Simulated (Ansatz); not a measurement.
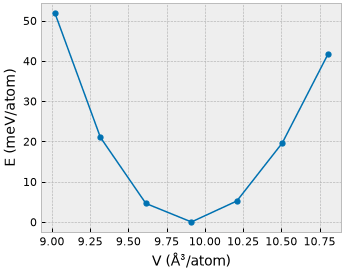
HfBN in space group P6_3/mmc (No. 194; Hf on 2a, B on 2c, N on 2d) under volume change, the program Ansatz at the r²SCAN level (PAW), shape and atoms relaxed at each volume.

Task: What does a third-order Birch–Murnaghan fit give for V₀, B₀ and B′?

Result: V₀ = 9.89 Å³/atom, B₀ = 187 GPa, B′ = 4.2.

The start of the workflow was typed in or built on a structure type; neither database checked (COD, Materials Project) lists it. Its standing as an ambient phase is unchecked. Symmetry was held in the r²SCAN relaxation; its stability against distortions is not shown here. The run is not spin-polarised. The volume moved by 21 % from the start of the relaxation. Its formation energy is positive at this level, so the cell may be metastable or incomplete. Spin–orbit coupling is left out wherever it is not named.

Potentials: the earlier of the program's two PAW sets.
